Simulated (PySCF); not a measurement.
# PH2 (SMILES [PH2]) at ROCCSD(T)/6-31G

Aim: the vertical doublet–quartet gap of PH2 at ROCCSD(T)/6-31G, from 2 runs. Input form: a Python script.

The results are computed with PySCF 2.14.0.

13 further runs of the same task are left out: 2 that didn't finish, 11 set aside as unsound or not needed.

**1. Starting point**

PH2 has 3 atoms, charge 0, and is taken as a doublet. SMILES: `[PH2]`. The coordinates come from a GFN2-xTB relaxation.

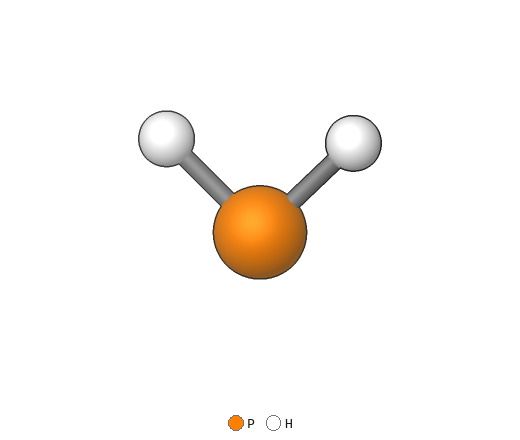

Viewed from a chosen angle; phosphorus orange, hydrogen white.

**2. The energy at ROCCSD(T)/6-31G**

geometry.xyz

```xyz
3
H2P
P      0.514470    -0.302750     0.252680
H      0.111510     1.027360     0.172420
H     -0.625980    -0.724620    -0.425100
```

run.py

```python
from pyscf import gto, scf, cc

mol = gto.M(
    atom='geometry.xyz',
    basis='6-31g',
    max_memory=1860,
    spin=1,
    verbose=3,
)

mf = scf.ROHF(mol)
mf.conv_tol = 1e-10
mf.kernel()
if not mf.converged:
    mf = mf.newton().run(mf.mo_coeff, mf.mo_occ)

mycc = cc.CCSD(mf, frozen=5)
mycc.kernel()
e_t = mycc.ccsd_t()
e_final = mycc.e_tot + e_t
print('E(%s) = %.9f' % ('CCSD(T)', e_final))
```

Started as:

```sh
$ OMP_NUM_THREADS=1 python run.py
```

What it wrote:

```text
converged SCF energy = -341.807810003562

WARN: RCCSD method does not support ROHF method. ROHF object is converted to UHF object and UCCSD method is called.

E(UCCSD) = -341.8724126832934  E_corr = -0.06460267973137986
UCCSD(T) correction = -0.000500553763490555
E(CCSD(T)) = -341.872913237
```

Wall time 0.68 s (1 thread of Intel Xeon Platinum 8488C (Sapphire Rapids), shared host); peak memory 0.12 GiB.

**3. The quartet at the same level**

calc.py

```python
from pyscf import gto, scf, cc

mol = gto.M(
    atom='P 0.514470 -0.302750 0.252680; H 0.111510 1.027360 0.172420; H -0.625980 -0.724620 -0.425100',
    max_memory=1860,
    spin=3,
    basis='6-31g',
    verbose=3,
    charge=0,
)

mf = scf.ROHF(mol)
mf.conv_tol = 1e-10
mf.kernel()
if not mf.converged:
    mf = mf.newton().run(mf.mo_coeff, mf.mo_occ)

mycc = cc.CCSD(mf, frozen=5)
mycc.kernel()
e_t = mycc.ccsd_t()
etot = mycc.e_tot + e_t
print(f'total energy: {etot:.8f} hartree')
```

Started as:

```sh
$ OMP_NUM_THREADS=1 python calc.py
```

What it wrote:

```text
converged SCF energy = -341.575063260288

WARN: RCCSD method does not support ROHF method. ROHF object is converted to UHF object and UCCSD method is called.

E(UCCSD) = -341.62872348511  E_corr = -0.05366022482246597
UCCSD(T) correction = -0.000695206030676422
total energy: -341.62941869 hartree
```

Run time: 0.81 s. Hardware: 1 thread of Intel Xeon Platinum 8488C (Sapphire Rapids), shared host; peak memory 0.12 GiB.

**4. Results**

At ROCCSD(T)/6-31G, 5 core orbitals frozen:

| quantity | value |
| --- | --- |
| doublet: total energy | -341.87291 Eh |
| doublet: dipole moment (Hartree–Fock density) | 1.24 D |
| doublet: correlation energy (5 core orbitals frozen) | -65.1 mEh |
| doublet: (T) correction | -0.50 mEh |
| doublet: ⟨S²⟩ of the reference determinant | 0.750 |
| doublet: T1 diagnostic | 0.013 |
| quartet: total energy | -341.62942 Eh |
| quartet: dipole moment (Hartree–Fock density) | 0.35 D |
| quartet: correlation energy (5 core orbitals frozen) | -54.4 mEh |
| quartet: (T) correction | -0.70 mEh |
| quartet: ⟨S²⟩ of the reference determinant | 3.750 |
| quartet: T1 diagnostic | 0.012 |
| vertical energy of the quartet above the doublet | 6.626 eV |

What this shows: At this shape the quartet lies 6.63 eV (639 kJ/mol) above the doublet. The triples (doublet) make up 0.8 % of the correlation energy. Mulliken charges (quartet) of the mean-field density run from -0.15 on H2 to +0.29 on P1; they depend strongly on the basis. The triples (quartet) make up 1.3 % of the correlation energy.
